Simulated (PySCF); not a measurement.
# C2H7NOSi: NMR shifts at several levels of theory, part 2 of 2

PySCF 2.14.0. Atoms count from 0. The steps go on from the part before.

### Step 9. Nuclear shieldings: KT2/pcSseg-2

The job: settings as JSON, then the geometry in Å.

```
{"job": {"kind": "nmr", "xc": "KT2", "basis": "pcSseg-2", "pop": false}, "charge": 0, "multiplicity": 1}
C     -1.508698    -0.552640     0.587105
O     -1.586536     0.829669     0.319198
C     -0.491522     1.432540    -0.160253
N      0.631508     0.944022    -0.410123
Si     1.770901    -0.330077    -0.478600
H     -0.740601    -0.771037     1.346472
H     -1.270706    -1.123686    -0.324785
H     -2.493403    -0.854585     0.963130
H     -0.731364     2.499153    -0.316160
H      1.283235    -1.690103    -0.062002
H      2.916209     0.024470     0.412069
H      2.259544    -0.443552    -1.885056
```

Level: GIAO KT2/pcSseg-2 NMR shielding, non-relativistic, gas phase.

Output:

```text
coarse grid: 10288 points
cycle   1  E = -505.7150355870  dE =  4.598e-01  |g| = 7.352e-01  |ddm| = 2.335e+00
cycle   2  E = -505.4151002098  dE =  2.999e-01  |g| = 1.380e+00  |ddm| = 1.723e+00
cycle   3  E = -505.8184594138  dE = -4.034e-01  |g| = 1.214e-01  |ddm| = 1.367e+00
cycle   4  E = -505.8197441061  dE = -1.285e-03  |g| = 9.958e-02  |ddm| = 1.309e-01
cycle   5  E = -505.8217653175  dE = -2.021e-03  |g| = 2.969e-02  |ddm| = 7.446e-02
cycle   6  E = -505.8219425323  dE = -1.772e-04  |g| = 6.413e-03  |ddm| = 1.855e-02
cycle   7  E = -505.8219525016  dE = -9.969e-06  |g| = 1.163e-03  |ddm| = 4.790e-03
final grid: 94152 points
cycle   8  E = -505.8507279024  dE = -3.665e-04  |g| = 1.324e-02  |ddm| = 1.308e-01
cycle   9  E = -505.8506963926  dE =  3.151e-05  |g| = 1.522e-02  |ddm| = 2.227e-02
cycle  10  E = -505.8507452944  dE = -4.890e-05  |g| = 4.432e-03  |ddm| = 1.842e-02
cycle  11  E = -505.8507492613  dE = -3.967e-06  |g| = 2.006e-03  |ddm| = 4.186e-03
cycle  12  E = -505.8507500676  dE = -8.063e-07  |g| = 3.172e-04  |ddm| = 1.388e-03
cycle  13  E = -505.8507500831  dE = -1.549e-08  |g| = 1.805e-04  |ddm| = 3.568e-04
cycle  14  E = -505.8507500909  dE = -7.856e-09  |g| = 3.104e-05  |ddm| = 1.244e-04
cycle  15  E = -505.8507500911  dE = -1.996e-10  |g| = 7.767e-06  |ddm| = 2.231e-05
converged SCF energy = -505.8507500911

GIAO shielding tensors (ppm)
atom      isotropic    diamagn.    paramagn.     s11        s22        s33       span
  0 C      127.579     248.006    -120.426    100.487    114.586    167.665     67.178
  1 O      124.758     386.591    -261.832    -37.499    202.280    209.494    246.993
  2 C       34.945     248.510    -213.565    -53.395     74.783     83.447    136.842
  3 N       45.908     332.260    -286.352   -107.551    -17.508    262.783    370.334
  4 Si     424.111     881.068    -456.957    382.422    405.171    484.740    102.319
  5 H       27.741      32.647      -4.906     25.184     25.843     32.196      7.013
  6 H       27.752      32.613      -4.860     25.205     25.820     32.233      7.028
  7 H       27.616      28.965      -1.349     24.379     26.539     31.930      7.551
  8 H       23.543      26.546      -3.003     18.454     24.207     27.969      9.515
  9 H       25.458      29.983      -4.525     21.817     25.128     29.429      7.613
 10 H       25.772      28.409      -2.637     23.143     24.240     29.934      6.791
 11 H       25.771      28.369      -2.598     23.077     24.288     29.947      6.870
```

It took 45 s on 1 thread of Arm Neoverse V1, shared host; peak memory 0.89 GiB.

In short: δ C2 147.3, C0 54.7, O1 199.6, N3 214.2, H8 7.63, H9 5.51 ppm (means over like atoms).

### Step 10. Shielding tensors: KT3/pcSseg-2

Same as in step 9 but for these lines:

```diff
@@ -1,2 +1,2 @@
-{"job": {"kind": "nmr", "xc": "KT2", "basis": "pcSseg-2", "pop": false}, "charge": 0, "multiplicity": 1}
+{"job": {"kind": "nmr", "xc": "KT3", "basis": "pcSseg-2", "pop": false}, "charge": 0, "multiplicity": 1}
 C     -1.508698    -0.552640     0.587105
```

Method: GIAO KT3/pcSseg-2 NMR shielding, non-relativistic, gas phase.

Output:

```text
coarse grid: 10288 points
cycle   1  E = -505.2301975712  dE =  4.417e-01  |g| = 7.437e-01  |ddm| = 2.335e+00
cycle   2  E = -504.9211145656  dE =  3.091e-01  |g| = 1.388e+00  |ddm| = 1.983e+00
cycle   3  E = -505.3360568676  dE = -4.149e-01  |g| = 1.417e-01  |ddm| = 1.625e+00
cycle   4  E = -505.3372499358  dE = -1.193e-03  |g| = 1.275e-01  |ddm| = 1.574e-01
cycle   5  E = -505.3406911087  dE = -3.441e-03  |g| = 2.733e-02  |ddm| = 8.780e-02
cycle   6  E = -505.3408355939  dE = -1.445e-04  |g| = 7.084e-03  |ddm| = 1.885e-02
cycle   7  E = -505.3408481181  dE = -1.252e-05  |g| = 1.139e-03  |ddm| = 5.672e-03
cycle   8  E = -505.3408484102  dE = -2.921e-07  |g| = 2.673e-04  |ddm| = 1.203e-03
final grid: 94152 points
cycle   9  E = -505.3637356071  dE = -3.489e-04  |g| = 1.606e-02  |ddm| = 1.139e-01
cycle  10  E = -505.3636230749  dE =  1.125e-04  |g| = 2.778e-02  |ddm| = 2.164e-02
cycle  11  E = -505.3637518705  dE = -1.288e-04  |g| = 8.367e-03  |ddm| = 1.836e-02
cycle  12  E = -505.3637638709  dE = -1.200e-05  |g| = 3.278e-03  |ddm| = 6.712e-03
cycle  13  E = -505.3637662528  dE = -2.382e-06  |g| = 2.882e-04  |ddm| = 2.523e-03
cycle  14  E = -505.3637662611  dE = -8.262e-09  |g| = 1.974e-04  |ddm| = 3.192e-04
cycle  15  E = -505.3637662706  dE = -9.528e-09  |g| = 2.740e-05  |ddm| = 1.670e-04
cycle  16  E = -505.3637662708  dE = -2.275e-10  |g| = 4.596e-06  |ddm| = 3.794e-05
converged SCF energy = -505.3637662708

GIAO shielding tensors (ppm)
atom      isotropic    diamagn.    paramagn.     s11        s22        s33       span
  0 C      126.542     246.680    -120.138    100.142    112.788    166.695     66.553
  1 O      125.639     388.381    -262.743    -34.058    202.437    208.537    242.595
  2 C       35.962     249.578    -213.616    -52.976     77.515     83.348    136.324
  3 N       45.338     333.615    -288.277   -105.710    -17.768    259.493    365.202
  4 Si     430.882     880.544    -449.662    392.438    413.709    486.499     94.061
  5 H       27.898      32.892      -4.995     25.330     26.107     32.255      6.925
  6 H       27.908      32.853      -4.945     25.348     26.087     32.289      6.940
  7 H       27.828      28.694      -0.865     24.608     26.758     32.119      7.511
  8 H       23.724      27.002      -3.278     18.711     24.355     28.108      9.397
  9 H       25.884      30.773      -4.889     22.325     25.592     29.736      7.411
 10 H       26.199      28.878      -2.679     23.601     24.689     30.306      6.705
 11 H       26.196      28.823      -2.627     23.536     24.733     30.319      6.784
```

Run time: 47 s. Hardware: 1 thread of Arm Neoverse V1, shared host; peak memory 0.89 GiB.

This run: δ C2 145.3, C0 54.8, O1 198.2, N3 213.4, H8 7.63, H9 5.26 ppm (means over like atoms).

### Step 11. Shielding tensors: B97-D/pcSseg-2

Same as in step 10 but for these lines:

```diff
@@ -1,2 +1,2 @@
-{"job": {"kind": "nmr", "xc": "KT3", "basis": "pcSseg-2", "pop": false}, "charge": 0, "multiplicity": 1}
+{"job": {"kind": "nmr", "xc": "B97-D", "basis": "pcSseg-2", "pop": false}, "charge": 0, "multiplicity": 1}
 C     -1.508698    -0.552640     0.587105
```

Method: GIAO B97-D/pcSseg-2 NMR shielding, non-relativistic, gas phase.

Output:

```text
coarse grid: 10288 points
cycle   1  E = -499.7204038089  dE =  4.235e-01  |g| = 7.462e-01  |ddm| = 2.405e+00
cycle   2  E = -499.4104743431  dE =  3.099e-01  |g| = 1.410e+00  |ddm| = 1.800e+00
cycle   3  E = -499.8232616740  dE = -4.128e-01  |g| = 1.533e-01  |ddm| = 1.461e+00
cycle   4  E = -499.8250249466  dE = -1.763e-03  |g| = 1.302e-01  |ddm| = 1.548e-01
cycle   5  E = -499.8285488230  dE = -3.524e-03  |g| = 2.954e-02  |ddm| = 8.713e-02
cycle   6  E = -499.8287065237  dE = -1.577e-04  |g| = 8.129e-03  |ddm| = 1.885e-02
cycle   7  E = -499.8287237526  dE = -1.723e-05  |g| = 1.270e-03  |ddm| = 7.297e-03
cycle   8  E = -499.8287240755  dE = -3.229e-07  |g| = 4.806e-04  |ddm| = 1.442e-03
final grid: 94152 points
cycle   9  E = -499.8327950606  dE = -1.446e-04  |g| = 8.040e-03  |ddm| = 8.102e-02
cycle  10  E = -499.8327581745  dE =  3.689e-05  |g| = 1.459e-02  |ddm| = 1.659e-02
cycle  11  E = -499.8328004275  dE = -4.225e-05  |g| = 4.801e-03  |ddm| = 1.292e-02
cycle  12  E = -499.8328047211  dE = -4.294e-06  |g| = 1.459e-03  |ddm| = 3.273e-03
cycle  13  E = -499.8328052443  dE = -5.232e-07  |g| = 1.331e-04  |ddm| = 1.352e-03
cycle  14  E = -499.8328052474  dE = -3.121e-09  |g| = 7.560e-05  |ddm| = 1.628e-04
cycle  15  E = -499.8328052485  dE = -1.062e-09  |g| = 2.291e-05  |ddm| = 5.388e-05
cycle  16  E = -499.8328052486  dE = -1.222e-10  |g| = 4.579e-06  |ddm| = 1.695e-05
converged SCF energy = -499.8328052486

GIAO shielding tensors (ppm)
atom      isotropic    diamagn.    paramagn.     s11        s22        s33       span
  0 C      122.918     246.662    -123.744     96.317    108.992    163.445     67.128
  1 O      124.089     390.181    -266.092    -39.727    203.047    208.948    248.675
  2 C       28.667     250.327    -221.660    -63.029     68.734     80.297    143.325
  3 N       35.981     335.016    -299.035   -125.032    -27.126    260.101    385.134
  4 Si     414.247     879.188    -464.940    375.242    397.499    470.001     94.759
  5 H       27.880      32.527      -4.647     25.344     26.123     32.174      6.830
  6 H       27.891      32.492      -4.601     25.361     26.104     32.208      6.847
  7 H       27.799      29.061      -1.262     24.581     26.826     31.991      7.410
  8 H       23.736      27.672      -3.937     18.766     24.455     27.987      9.221
  9 H       25.861      30.598      -4.736     22.308     25.621     29.655      7.346
 10 H       26.181      28.927      -2.746     23.593     24.703     30.248      6.655
 11 H       26.176      28.884      -2.708     23.523     24.747     30.258      6.736
```

It took 46 s on 1 thread of Arm Neoverse V1, shared host; peak memory 0.89 GiB.

Key values: δ C2 150.4, C0 56.1, O1 201.1, N3 221.9, H8 7.66, H9 5.32 ppm (means over like atoms).

### Step 12. Nuclear shieldings: B3LYP/pcSseg-2

Same as in step 11 but for these lines:

```diff
@@ -1,2 +1,2 @@
-{"job": {"kind": "nmr", "xc": "B97-D", "basis": "pcSseg-2", "pop": false}, "charge": 0, "multiplicity": 1}
+{"job": {"kind": "nmr", "xc": "B3LYP", "basis": "pcSseg-2", "pop": false}, "charge": 0, "multiplicity": 1}
 C     -1.508698    -0.552640     0.587105
```

With the program's defaults for keys left out, this is: GIAO B3LYP/pcSseg-2 NMR shielding, non-relativistic, gas phase.

Output:

```text
coarse grid: 10288 points
cycle   1  E = -499.9194063232  dE =  4.668e-01  |g| = 6.818e-01  |ddm| = 2.364e+00
cycle   2  E = -499.7829695458  dE =  1.364e-01  |g| = 1.067e+00  |ddm| = 1.134e+00
cycle   3  E = -500.0027391747  dE = -2.198e-01  |g| = 1.038e-01  |ddm| = 7.849e-01
cycle   4  E = -500.0038098871  dE = -1.071e-03  |g| = 7.687e-02  |ddm| = 9.361e-02
cycle   5  E = -500.0049628942  dE = -1.153e-03  |g| = 1.486e-02  |ddm| = 4.585e-02
cycle   6  E = -500.0049992417  dE = -3.635e-05  |g| = 3.717e-03  |ddm| = 1.075e-02
cycle   7  E = -500.0050027300  dE = -3.488e-06  |g| = 6.773e-04  |ddm| = 3.693e-03
final grid: 94152 points
cycle   8  E = -500.0130172504  dE = -6.326e-05  |g| = 5.614e-03  |ddm| = 5.182e-02
cycle   9  E = -500.0130105658  dE =  6.685e-06  |g| = 8.054e-03  |ddm| = 8.624e-03
cycle  10  E = -500.0130232210  dE = -1.266e-05  |g| = 1.959e-03  |ddm| = 5.404e-03
cycle  11  E = -500.0130239863  dE = -7.653e-07  |g| = 3.464e-04  |ddm| = 1.230e-03
cycle  12  E = -500.0130240129  dE = -2.658e-08  |g| = 9.587e-05  |ddm| = 3.049e-04
cycle  13  E = -500.0130240145  dE = -1.593e-09  |g| = 4.017e-05  |ddm| = 7.994e-05
cycle  14  E = -500.0130240148  dE = -3.079e-10  |g| = 5.130e-06  |ddm| = 2.097e-05
converged SCF energy = -500.0130240148

GIAO shielding tensors (ppm)
atom      isotropic    diamagn.    paramagn.     s11        s22        s33       span
  0 C      123.010     243.762    -120.753     96.536    109.006    163.487     66.951
  1 O      129.626     388.682    -259.057    -41.302    214.703    215.476    256.779
  2 C       22.220     247.390    -225.170    -75.666     61.694     80.632    156.297
  3 N       22.526     334.183    -311.657   -152.042    -42.721    262.342    414.384
  4 Si     403.187     877.505    -474.319    363.669    386.659    459.232     95.564
  5 H       27.938      31.998      -4.060     25.383     26.177     32.255      6.872
  6 H       27.947      31.968      -4.021     25.399     26.158     32.286      6.887
  7 H       27.784      29.348      -1.564     24.420     26.795     32.138      7.718
  8 H       23.771      27.846      -4.074     18.751     24.637     27.927      9.176
  9 H       26.005      30.096      -4.090     22.488     25.832     29.697      7.209
 10 H       26.232      28.683      -2.451     23.658     24.701     30.335      6.677
 11 H       26.225      28.652      -2.427     23.591     24.741     30.343      6.751
```

Wall time 31 s (1 thread of Arm Neoverse V1, shared host); peak memory 1.2 GiB.

In short: δ C2 157.0, C0 56.2, O1 196.2, N3 236.0, H8 7.62, H9 5.23 ppm (means over like atoms).

### Step 13. Comparing the runs: NMR shifts

Shifts (ppm) of some atoms, chosen among heavy atoms and hydrogens apart, means over like atoms, with basis size and wall time:

```tsv
run	C2	C0	H8	H9	O1	N3	Si4	functions	time
HF/pcSseg-2	157.6	51.9	7.32	4.73	142.8	222.1	-68.7	285	18 s
LDA/pcSseg-2	159.4	56.7	7.69	5.81	217.7	243.4	-78.8	285	38 s
PBE/pcSseg-2	154.4	56.4	7.69	5.55	210.7	231.6	-77.4	285	47 s
BLYP/pcSseg-2	154.1	57.0	7.71	5.41	211.2	235.5	-83.4	285	47 s
BP86/pcSseg-2	154.1	56.4	7.69	5.52	207.4	229.0	-77.6	285	45 s
OPBE/pcSseg-2	149.5	55.2	7.67	5.43	202.7	219.2	-68.8	285	47 s
KT2/pcSseg-2	147.3	54.7	7.63	5.51	199.6	214.2	-73.1	285	45 s
KT3/pcSseg-2	145.3	54.8	7.63	5.26	198.2	213.4	-72.6	285	47 s
B97-D/pcSseg-2	150.4	56.1	7.66	5.32	201.1	221.9	-77.7	285	46 s
B3LYP/pcSseg-2	157.0	56.2	7.62	5.23	196.2	236.0	-78.6	285	31 s
```

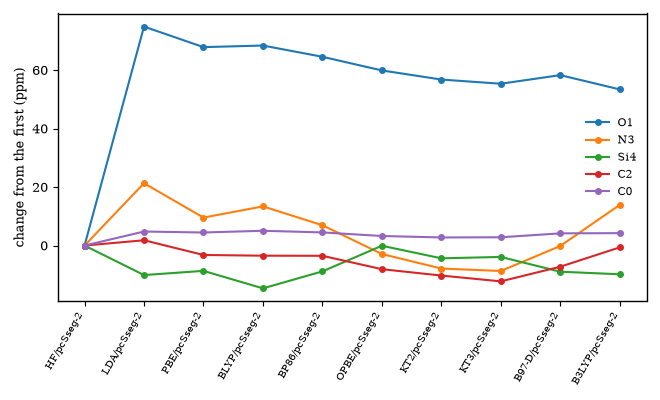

How five of the tabulated atoms move from run to run.

### Step 14. Results

What follows sums up all 2 parts.

```
                                                            quantity                 value
                                rotational constants (main isotopes)  8.37, 2.39, 1.92 GHz
                                13C shifts against TMS (HF/pcSseg-2)       157.6, 51.9 ppm
1H shifts against TMS (HF/pcSseg-2, means over atoms taken as alike)  7.32, 4.73, 3.34 ppm
                                17O shifts against H2O (HF/pcSseg-2)             142.8 ppm
                                15N shifts against NH3 (HF/pcSseg-2)             222.1 ppm
                               29Si shifts against TMS (HF/pcSseg-2)             -68.7 ppm
                                            range of the shift of O1    142.8 to 217.7 ppm
```

Single values in the summary come from the first run of each kind that ended normally (HF/pcSseg-2), which need not be the best level. The optimisation took 8 steps and gained 0.235 eV; among the close pairs (by a distance rule), Si4–H11 changed most, from 1.447 to 1.493 Å. At HF/pcSseg-2: Shielding is most anisotropic at N3 (span 413 ppm, paramagnetic term -298 ppm). Across the 10 runs the shift of O1 moves most, between 142.8 (HF/pcSseg-2) and 217.7 ppm (LDA/pcSseg-2).
